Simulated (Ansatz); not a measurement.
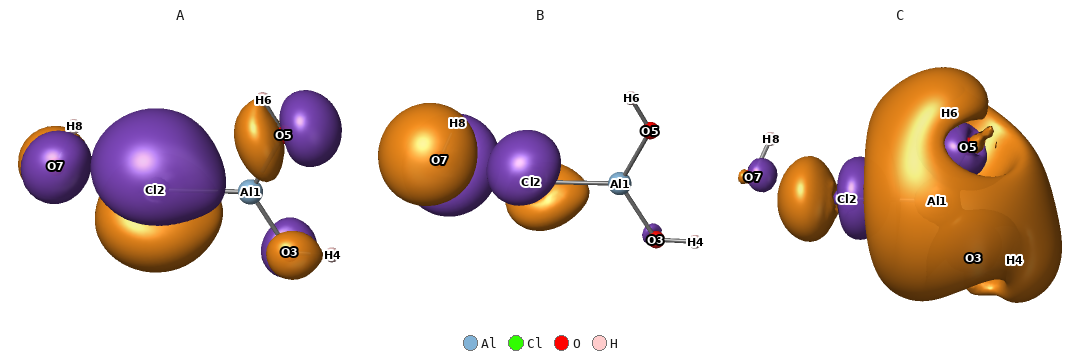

Figure. AlClH$_{2}$O$_{2}$···OH (doublet). Three frontier orbitals at ±0.06 Å⁻³ᐟ² (orange and purple are the two phases), in no order.

Not at a stationary point (largest force 1.3 eV/Å).

Computed with UKS B3LYP-D4/6-31G* (Ansatz).

| atom | x (Å) | y (Å) | z (Å) |
| --- | --- | --- | --- |
| Al | 0.1088 | -0.2037 | 0.0301 |
| Cl | -0.0077 | 0.3616 | 2.1453 |
| O | 1.6480 | -0.3000 | -0.6715 |
| H | 1.7348 | -0.5430 | -1.6024 |
| O | -1.2952 | -0.5366 | -0.8637 |
| H | -2.1878 | -0.4841 | -0.5035 |
| O | -0.0027 | -0.1418 | 4.8928 |
| H | -0.7224 | -0.7521 | 4.6236 |

Question: Order the three orbitals by energy and name them. All are α orbitals.

Answer: A is the HOMO−1 (α) (−8.73 eV). By Hirshfeld shares it lies mainly on Cl2 (about 75 %), O7 (about 10 %) and O5 (about 10 %); largely a lone pair of Cl2. B is the HOMO (α) (−8.40 eV). It lies mainly on O7 (about 85 %) and Cl2 (about 10 %); largely a lone pair of O7. C is the LUMO (α) (−1.28 eV). By Hirshfeld shares it lies mainly on Al1 (about 55 %), Cl2 (about 15 %), O5 (about 10 %) and O3 (about 10 %).

Question: What is the gap between the highest occupied and lowest empty α orbitals?

Answer: 7.12 eV between the orbital energies.
